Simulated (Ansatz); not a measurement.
**Nudged elastic band of GeH2F4**

System: GeH2F4.
Method: RKS r2SCAN-D4/def2-SVP (Ansatz 0.2.0).

It belongs to a series of runs on one base structure; here: band between the two ends.

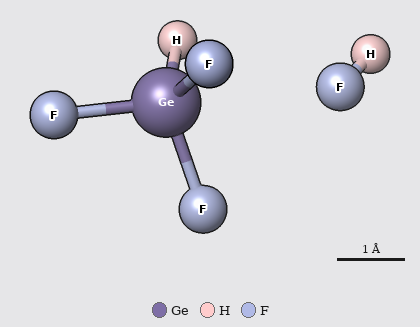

Fig. 1: The starting structure (ball-and-stick view, seen at a tilt). Sticks mark near contacts. Bond lengths as drawn: F–Ge 1.71 to 1.72 Å, F–H 0.93 Å and Ge–H 1.51 Å.

Key numbers

| quantity | value |
| --- | --- |
| outcome | converged |
| barrier, forward | 1.441 eV |
| barrier, backward | 1.614 eV |
| hardware | 4 threads of AMD EPYC (Zen 3), 24 GiB of memory available, shared host |
| wall time | 4.7 min (CPU time 18 min) |
| peak memory | 0.19 GiB |

The order of the saddle point was not checked.

Input file
```yaml
crystal:
  periodic: [false, false, false]
  atoms:
    - { symbol: Ge, position_ang: [0.275264, 0.0, -0.017219] }
    - { symbol: H, position_ang: [0.519687, 0.0, 1.477043] }
    - { symbol: F, position_ang: [1.793798, 0.0, -0.830645] }
    - { symbol: F, position_ang: [-0.519623, 1.394073, -0.621979] }
    - { symbol: F, position_ang: [-0.519623, -1.394073, -0.621978] }
    - { symbol: F, position_ang: [-2.109104, 0.0, 1.158561] }
    - { symbol: H, position_ang: [-2.326697, 0.0, 2.059717] }
basis:
  gaussian: { orbitals: def2-SVP }
hamiltonian:
  xc: r2scan
  dispersion: d4
neb:
  order_check: false
  images: 5
  f_tol: 0.05
  max_iterations: 60
  optimiser: fire
  climbing: true
  final_atoms:
    - { symbol: Ge, position_ang: [-0.42766648, -0.00113646, -0.63967497] }
    - { symbol: H, position_ang: [0.00619327, 0.003129, 2.90781653] }
    - { symbol: F, position_ang: [0.97751998, -0.00223118, 0.32051069] }
    - { symbol: F, position_ang: [-0.43685001, 1.39006948, -1.61841381] }
    - { symbol: F, position_ang: [-0.43554586, -1.38884789, -1.62339532] }
    - { symbol: F, position_ang: [-1.81782049, -0.00359074, 0.34308237] }
    - { symbol: H, position_ang: [-0.75212841, 0.0026078, 2.91357451] }
  initial_path:
    images:
      - { positions_ang: [[0.275264, 0.0, -0.017219], [0.519687, 0.0, 1.477043], [1.793798, 0.0, -0.830645], [-0.519623, 1.394073, -0.621979], [-0.519623, -1.394073, -0.621978], [-2.109104, 0.0, 1.158561], [-2.326697, 0.0, 2.059717]] }
      - { positions_ang: [[0.18544332, -1.0e-08, -0.00930116], [0.33842574, 7.0e-08, 1.62012842], [1.72873487, -1.0e-08, -0.72971898], [-0.6052811, 1.38634862, -0.60306881], [-0.60528106, -1.38634871, -0.60306802], [-2.03366582, -1.0e-08, 0.97277032], [-1.89467396, 5.0e-08, 1.95575823]] }
      - { positions_ang: [[0.09562264, -2.0e-08, -0.00138331], [0.15716448, 1.5e-07, 1.76321385], [1.66367175, -3.0e-08, -0.62879297], [-0.69093919, 1.37862424, -0.58415862], [-0.69093912, -1.37862443, -0.58415804], [-1.95822765, -2.0e-08, 0.78697963], [-1.46265091, 1.1e-07, 1.85179946]] }
      - { positions_ang: [[0.00580196, -3.0e-08, 0.00653453], [-0.02409677, 2.2e-07, 1.90629927], [1.59860862, -4.0e-08, -0.52786695], [-0.77659729, 1.37089986, -0.56524843], [-0.77659718, -1.37090014, -0.56524806], [-1.88278947, -3.0e-08, 0.60118895], [-1.03062787, 1.6e-07, 1.7478407]] }
      - { positions_ang: [[-0.13868752, -0.00037884, -0.20886864], [-0.01400009, 0.00104315, 2.24013836], [1.39157908, -0.00074376, -0.24507441], [-0.6633482, 1.37728973, -0.91630356], [-0.66291341, -1.37688273, -0.91796381], [-1.86113315, -0.00119693, 0.51515342], [-0.93779472, 0.00086937, 2.13641863]] }
      - { positions_ang: [[-0.283177, -0.00075765, -0.4242718], [-0.00390341, 0.00208607, 2.57397744], [1.18454953, -0.00148747, 0.03771814], [-0.55009911, 1.38367961, -1.26735868], [-0.54922963, -1.38286531, -1.27067957], [-1.83947682, -0.00239384, 0.4291179], [-0.84496156, 0.00173859, 2.52499657]] }
      - { positions_ang: [[-0.42766648, -0.00113646, -0.63967497], [0.00619327, 0.003129, 2.90781653], [0.97751998, -0.00223118, 0.32051069], [-0.43685001, 1.39006948, -1.61841381], [-0.43554586, -1.38884789, -1.62339532], [-1.81782049, -0.00359074, 0.34308237], [-0.75212841, 0.0026078, 2.91357451]] }
```

Launch command:
```bash
ansatz run input.yaml --threads 4 --pin off --max-ram 5120MiB --backend cpu --events-out ev --progress --plain --runs-dir out
```

Output
```
Engine: ansatz 0.2.0, x86_64-unknown-linux-gnu
Functional definition: r2SCAN
  parameter k0 = 0.174
  parameter k1 = 0.065
  parameter a1 = 4.9479
  exchange = r2scan_x(k0 = k0, k1 = k1, a1 = a1)
  correlation = r2scan_c
1059 factors; their error is unknown
mean field evaluation 1: about -67395.3093 eV, gradient 6.1e1 eV
mean field evaluation 2: about -67381.9544 eV, gradient 1.1e2 eV
mean field evaluation 4: about -67400.6971 eV, gradient 3.5e0 eV
mean field evaluation 8: about -67400.6499 eV, gradient 3.6e-2 eV
mean field -67400.64993566 eV, -2476.9281993340 hartree, gradient 7.2e-5 eV, S^2 0.000000; 0 other end points of the search recorded, 0 dependent functions left out
the calculation of the forces begins
reference -67400.64994413 eV, -2476.9281996454 hartree; 35, 35 occupied and 63, 63 virtual orbitals, 1059 factors
1059 factors; their error is unknown
mean field evaluation 16: about -67395.3202 eV, gradient 6.1e1 eV
mean field -67400.82254855 eV, -2476.9345427409 hartree, gradient 3.8e-5 eV, S^2 0.000000; 0 other end points of the search recorded, 0 dependent functions left out
[... from here on the field's lines of each further geometry are left out, up to the last ...]
NEB iter   1: max|band force component| = 1.181e1 eV/Å  barrier→ = 3.4053 eV  barrier← = 3.5782 eV  Δτ_max = 0.1743 Å  (190 SCF iters)
NEB iter   2: max|band force component| = 4.526e0 eV/Å  barrier→ = 2.6889 eV  barrier← = 2.8618 eV  Δτ_max = 0.0163 Å  (161 SCF iters)
NEB iter   3: max|band force component| = 3.092e0 eV/Å  barrier→ = 2.5912 eV  barrier← = 2.7641 eV  Δτ_max = 0.0272 Å  (150 SCF iters)
NEB iter   4: max|band force component| = 2.573e0 eV/Å  barrier→ = 2.4158 eV  barrier← = 2.5886 eV  Δτ_max = 0.0319 Å  (149 SCF iters)
NEB iter   5: max|band force component| = 2.134e0 eV/Å  barrier→ = 2.1948 eV  barrier← = 2.3677 eV  Δτ_max = 0.0077 Å  (145 SCF iters)
NEB iter   6: max|band force component| = 2.032e0 eV/Å  barrier→ = 2.1468 eV  barrier← = 2.3197 eV  Δτ_max = 0.0151 Å  (152 SCF iters)
NEB iter   7: max|band force component| = 1.835e0 eV/Å  barrier→ = 2.0593 eV  barrier← = 2.2322 eV  Δτ_max = 0.0218 Å  (148 SCF iters)
NEB iter   8: max|band force component| = 1.556e0 eV/Å  barrier→ = 1.9472 eV  barrier← = 2.1201 eV  Δτ_max = 0.0273 Å  (147 SCF iters)
NEB iter   9: max|band force component| = 1.213e0 eV/Å  barrier→ = 1.8303 eV  barrier← = 2.0032 eV  Δτ_max = 0.0311 Å  (147 SCF iters)
NEB iter  10: max|band force component| = 1.073e0 eV/Å  barrier→ = 1.7282 eV  barrier← = 1.9010 eV  Δτ_max = 0.0328 Å  (146 SCF iters)
NEB iter  11: max|band force component| = 8.098e-1 eV/Å  barrier→ = 1.6535 eV  barrier← = 1.8264 eV  Δτ_max = 0.0372 Å  (144 SCF iters)
NEB iter  12: max|band force component| = 6.116e-1 eV/Å  barrier→ = 1.6056 eV  barrier← = 1.7785 eV  Δτ_max = 0.0429 Å  (145 SCF iters)
NEB iter  13: max|band force component| = 9.878e-1 eV/Å  barrier→ = 1.5835 eV  barrier← = 1.7563 eV  Δτ_max = 0.0466 Å  (140 SCF iters)
NEB iter  14: max|band force component| = 6.458e-1 eV/Å  barrier→ = 1.5750 eV  barrier← = 1.7479 eV  Δτ_max = 0.0489 Å  (140 SCF iters)
NEB iter  15: max|band force component| = 7.550e-1 eV/Å  barrier→ = 1.5640 eV  barrier← = 1.7368 eV  Δτ_max = 0.0061 Å  (138 SCF iters)
NEB iter  16: max|band force component| = 7.088e-1 eV/Å  barrier→ = 1.5473 eV  barrier← = 1.7202 eV  Δτ_max = 0.0118 Å  (148 SCF iters)
NEB iter  17: max|band force component| = 6.195e-1 eV/Å  barrier→ = 1.5189 eV  barrier← = 1.6918 eV  Δτ_max = 0.0048 Å  (146 SCF iters)
NEB iter  18: max|band force component| = 5.845e-1 eV/Å  barrier→ = 1.5085 eV  barrier← = 1.6814 eV  Δτ_max = 0.0094 Å  (143 SCF iters)
NEB iter  19: max|band force component| = 5.164e-1 eV/Å  barrier→ = 1.4904 eV  barrier← = 1.6633 eV  Δτ_max = 0.0133 Å  (148 SCF iters)
NEB iter  20: max|band force component| = 4.921e-1 eV/Å  barrier→ = 1.4687 eV  barrier← = 1.6416 eV  CI = image 3  Δτ_max = 0.0154 Å  (142 SCF iters)
NEB iter  21: max|band force component| = 4.525e-1 eV/Å  barrier→ = 1.4513 eV  barrier← = 1.6242 eV  CI = image 3  Δτ_max = 0.0191 Å  (144 SCF iters)
NEB iter  22: max|band force component| = 4.152e-1 eV/Å  barrier→ = 1.4446 eV  barrier← = 1.6175 eV  CI = image 3  Δτ_max = 0.0224 Å  (144 SCF iters)
NEB iter  23: max|band force component| = 4.248e-1 eV/Å  barrier→ = 1.4510 eV  barrier← = 1.6239 eV  CI = image 3  Δτ_max = 0.0277 Å  (144 SCF iters)
NEB iter  24: max|band force component| = 4.998e-1 eV/Å  barrier→ = 1.4676 eV  barrier← = 1.6404 eV  CI = image 3  Δτ_max = 0.0323 Å  (143 SCF iters)
NEB iter  25: max|band force component| = 5.675e-1 eV/Å  barrier→ = 1.4815 eV  barrier← = 1.6544 eV  CI = image 3  Δτ_max = 0.0356 Å  (142 SCF iters)
NEB iter  26: max|band force component| = 4.735e-1 eV/Å  barrier→ = 1.4729 eV  barrier← = 1.6458 eV  CI = image 3  Δτ_max = 0.0073 Å  (140 SCF iters)
NEB iter  27: max|band force component| = 4.143e-1 eV/Å  barrier→ = 1.4618 eV  barrier← = 1.6347 eV  CI = image 3  Δτ_max = 0.0058 Å  (131 SCF iters)
NEB iter  28: max|band force component| = 3.619e-1 eV/Å  barrier→ = 1.4549 eV  barrier← = 1.6278 eV  CI = image 3  Δτ_max = 0.0106 Å  (123 SCF iters)
NEB iter  29: max|band force component| = 2.639e-1 eV/Å  barrier→ = 1.4467 eV  barrier← = 1.6196 eV  CI = image 3  Δτ_max = 0.0142 Å  (132 SCF iters)
NEB iter  30: max|band force component| = 2.131e-1 eV/Å  barrier→ = 1.4440 eV  barrier← = 1.6169 eV  CI = image 3  Δτ_max = 0.0154 Å  (137 SCF iters)
NEB iter  31: max|band force component| = 2.804e-1 eV/Å  barrier→ = 1.4482 eV  barrier← = 1.6211 eV  CI = image 3  Δτ_max = 0.0050 Å  (144 SCF iters)
NEB iter  32: max|band force component| = 2.306e-1 eV/Å  barrier→ = 1.4470 eV  barrier← = 1.6199 eV  CI = image 3  Δτ_max = 0.0090 Å  (115 SCF iters)
NEB iter  33: max|band force component| = 1.380e-1 eV/Å  barrier→ = 1.4451 eV  barrier← = 1.6179 eV  CI = image 3  Δτ_max = 0.0113 Å  (120 SCF iters)
NEB iter  34: max|band force component| = 1.091e-1 eV/Å  barrier→ = 1.4432 eV  barrier← = 1.6161 eV  CI = image 3  Δτ_max = 0.0111 Å  (122 SCF iters)
NEB iter  35: max|band force component| = 1.079e-1 eV/Å  barrier→ = 1.4423 eV  barrier← = 1.6152 eV  CI = image 3  Δτ_max = 0.0018 Å  (143 SCF iters)
NEB iter  36: max|band force component| = 1.048e-1 eV/Å  barrier→ = 1.4423 eV  barrier← = 1.6152 eV  CI = image 3  Δτ_max = 0.0036 Å  (105 SCF iters)
NEB iter  37: max|band force component| = 9.987e-2 eV/Å  barrier→ = 1.4423 eV  barrier← = 1.6152 eV  CI = image 3  Δτ_max = 0.0054 Å  (114 SCF iters)
NEB iter  38: max|band force component| = 9.411e-2 eV/Å  barrier→ = 1.4422 eV  barrier← = 1.6150 eV  CI = image 3  Δτ_max = 0.0070 Å  (118 SCF iters)
NEB iter  39: max|band force component| = 8.601e-2 eV/Å  barrier→ = 1.4418 eV  barrier← = 1.6147 eV  CI = image 3  Δτ_max = 0.0084 Å  (127 SCF iters)
NEB iter  40: max|band force component| = 7.347e-2 eV/Å  barrier→ = 1.4414 eV  barrier← = 1.6143 eV  CI = image 3  Δτ_max = 0.0094 Å  (126 SCF iters)
NEB iter  41: max|band force component| = 8.458e-2 eV/Å  barrier→ = 1.4412 eV  barrier← = 1.6141 eV  CI = image 3  Δτ_max = 0.0111 Å  (130 SCF iters)
NEB iter  42: max|band force component| = 8.999e-2 eV/Å  barrier→ = 1.4412 eV  barrier← = 1.6141 eV  CI = image 3  Δτ_max = 0.0127 Å  (127 SCF iters)
NEB iter  43: max|band force component| = 7.588e-2 eV/Å  barrier→ = 1.4413 eV  barrier← = 1.6142 eV  CI = image 3  Δτ_max = 0.0139 Å  (131 SCF iters)
NEB iter  44: max|band force component| = 1.162e-1 eV/Å  barrier→ = 1.4411 eV  barrier← = 1.6140 eV  CI = image 3  Δτ_max = 0.0029 Å  (138 SCF iters)
NEB iter  45: max|band force component| = 1.947e-1 eV/Å  barrier→ = 1.4411 eV  barrier← = 1.6140 eV  CI = image 3  Δτ_max = 0.0012 Å  (104 SCF iters)
NEB iter  46: max|band force component| = 7.189e-2 eV/Å  barrier→ = 1.4411 eV  barrier← = 1.6140 eV  CI = image 3  Δτ_max = 0.0017 Å  (95 SCF iters)
NEB iter  47: max|band force component| = 1.136e-1 eV/Å  barrier→ = 1.4411 eV  barrier← = 1.6140 eV  CI = image 3  Δτ_max = 0.0002 Å  (100 SCF iters)
NEB iter  48: max|band force component| = 9.603e-2 eV/Å  barrier→ = 1.4411 eV  barrier← = 1.6140 eV  CI = image 3  Δτ_max = 0.0003 Å  (85 SCF iters)
NEB iter  49: max|band force component| = 6.424e-2 eV/Å  barrier→ = 1.4411 eV  barrier← = 1.6140 eV  CI = image 3  Δτ_max = 0.0004 Å  (89 SCF iters)
the calculation of the forces begins
reference -67400.71561313 eV, -2476.9306129365 hartree; 35, 35 occupied and 63, 63 virtual orbitals, 1059 factors
1059 factors; their error is unknown
mean field evaluation 1696: about -67378.3068 eV, gradient 1.2e2 eV
mean field -67399.20821435 eV, -2476.8752170531 hartree, gradient 1.0e-5 eV, S^2 0.000000; 1 other end points of the search recorded, 0 dependent functions left out
the calculation of the forces begins
reference -67399.20822219 eV, -2476.8752173412 hartree; 35, 35 occupied and 63, 63 virtual orbitals, 1059 factors
NEB iter  50: max|band force component| = 2.763e-2 eV/Å  barrier→ = 1.4411 eV  barrier← = 1.6140 eV  CI = image 3  Δτ_max = 0.0000 Å  (223 SCF iters)
```

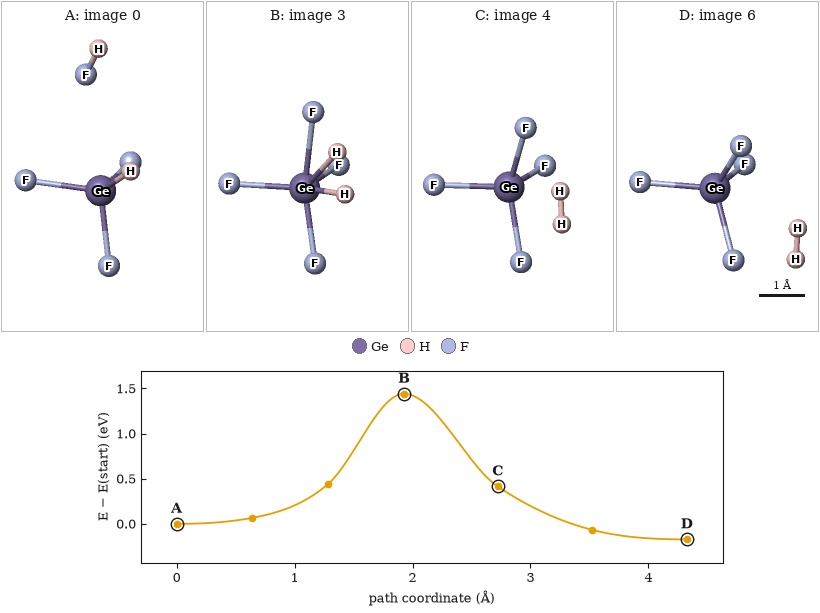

Fig. 2: Images of the last band (counted from 0; ball-and-stick, seen at a tilt) above the energy along the path; the line is a cubic interpolation that uses the forces. The highest image is number 3, 1.441 eV above the start and 1.614 eV above the end (the climbing image); the end lies 0.173 eV below the start. The path is 4.33 Å long. The band converged in 50 iterations.

```
Total energy: -67399.23423948 eV, -2476.8761734590 hartree
Atom 0 at    -0.261551    -0.000043    -0.017290 Å, force    -0.008764     0.000002    -0.001406 eV/Å
Atom 1 at     0.059392     0.000284     1.723276 Å, force    -0.004091    -0.000007    -0.000928 eV/Å
Atom 2 at     1.459836    -0.000158    -0.150617 Å, force    -0.009206     0.000009     0.005002 eV/Å
Atom 3 at    -0.661023     1.454175    -0.819294 Å, force    -0.000478     0.003148     0.004878 eV/Å
Atom 4 at    -0.661034    -1.454046    -0.819690 Å, force    -0.000481    -0.003151     0.004892 eV/Å
Atom 5 at    -1.912744    -0.000292     0.968040 Å, force     0.002445     0.000008    -0.020474 eV/Å
Atom 6 at    -0.909172     0.000080     1.719075 Å, force     0.020575    -0.000008     0.008037 eV/Å
Dipole moment:     0.006080     0.000029     0.493093 e Å
this run last wrote the band of iteration 50 to [file]
```

The last band as extended XYZ (Å, eV, eV/Å)
```
7
Properties=species:S:1:pos:R:3:forces:R:3 image=0 energy=-67400.67532
Ge    0.2753    0.0000   -0.0172    0.0094   0.0000   0.0128
H     0.5197    0.0000    1.4770   -0.0074   0.0000  -0.0130
F     1.7938    0.0000   -0.8306   -0.0027   0.0000  -0.0024
F    -0.5196    1.3941   -0.6220    0.0004  -0.0010   0.0007
F    -0.5196   -1.3941   -0.6220    0.0004   0.0010   0.0007
F    -2.1091    0.0000    1.1586   -0.0053   0.0000   0.0282
H    -2.3267    0.0000    2.0597    0.0052   0.0000  -0.0270
7
Properties=species:S:1:pos:R:3:forces:R:3 image=1 energy=-67400.60908
Ge    0.1474    0.0000    0.0033    0.0675   0.0000  -0.0120
H     0.2906    0.0000    1.5146    0.0503  -0.0001  -0.0259
F     1.7500    0.0000   -0.6233    0.0448   0.0000  -0.0973
F    -0.5729    1.3973   -0.6809    0.0281  -0.0047   0.0150
F    -0.5729   -1.3972   -0.6810    0.0281   0.0047   0.0150
F    -2.1230   -0.0001    1.0998   -0.0403   0.0000  -0.0020
H    -1.8055    0.0001    1.9711   -0.1785   0.0000   0.1071
7
Properties=species:S:1:pos:R:3:forces:R:3 image=2 energy=-67400.23603
Ge   -0.0209    0.0000    0.0170    0.4431   0.0001   0.0667
H     0.1456    0.0002    1.5639    0.1591  -0.0002  -0.2999
F     1.6486   -0.0001   -0.3685    0.3483   0.0001  -0.3936
F    -0.6427    1.4030   -0.7493    0.0307  -0.1014   0.1220
F    -0.6427   -1.4029   -0.7494    0.0307   0.1014   0.1223
F    -2.0334   -0.0002    1.1214   -0.2174   0.0001   0.2936
H    -1.3408    0.0000    1.7684   -0.7946  -0.0001   0.0889
7
Properties=species:S:1:pos:R:3:forces:R:3 image=3 energy=-67399.23423
Ge   -0.2616    0.0000   -0.0173   -0.0088   0.0000  -0.0014
H     0.0594    0.0003    1.7233   -0.0041   0.0000  -0.0009
F     1.4598   -0.0002   -0.1506   -0.0092   0.0000   0.0050
F    -0.6610    1.4542   -0.8193   -0.0005   0.0031   0.0049
F    -0.6610   -1.4540   -0.8197   -0.0005  -0.0032   0.0049
F    -1.9127   -0.0003    0.9680    0.0024   0.0000  -0.0205
H    -0.9092    0.0001    1.7191    0.0206   0.0000   0.0080
7
Properties=species:S:1:pos:R:3:forces:R:3 image=4 energy=-67400.26138
Ge   -0.4307   -0.0002   -0.2080   -0.2214  -0.0002  -0.2435
H     0.0740    0.0006    2.0402    0.1175   0.0003   0.3606
F     1.2471   -0.0002    0.1739   -0.2805  -0.0002   0.2314
F    -0.5740    1.4784   -1.0410    0.0099   0.0271  -0.2521
F    -0.5736   -1.4781   -1.0420    0.0100  -0.0271  -0.2526
F    -1.9391   -0.0008    0.6424    0.0154  -0.0003  -0.2687
H    -0.6901    0.0004    2.0379    0.3492   0.0004   0.4249
7
Properties=species:S:1:pos:R:3:forces:R:3 image=5 energy=-67400.74224
Ge   -0.4387   -0.0006   -0.4354   -0.0217  -0.0001  -0.0956
H     0.0423    0.0017    2.4665    0.0330   0.0003   0.1537
F     1.0793   -0.0010    0.3392   -0.0857  -0.0003   0.0450
F    -0.5063    1.4251   -1.3603    0.0052  -0.0229  -0.1336
F    -0.5054   -1.4244   -1.3633    0.0053   0.0230  -0.1340
F    -1.8447   -0.0022    0.5296    0.0297  -0.0003  -0.0273
H    -0.7129    0.0013    2.4272    0.0342   0.0003   0.1918
7
Properties=species:S:1:pos:R:3:forces:R:3 image=6 energy=-67400.84820
Ge   -0.4277   -0.0011   -0.6397   -0.0169  -0.0004   0.0201
H     0.0062    0.0031    2.9078   -0.0135   0.0000   0.0015
F     0.9775   -0.0022    0.3205   -0.0069   0.0000  -0.0119
F    -0.4369    1.3901   -1.6184    0.0015   0.0067   0.0006
F    -0.4355   -1.3888   -1.6234    0.0015  -0.0064   0.0007
F    -1.8178   -0.0036    0.3431    0.0237   0.0000  -0.0153
H    -0.7521    0.0026    2.9136    0.0107   0.0001   0.0043
```
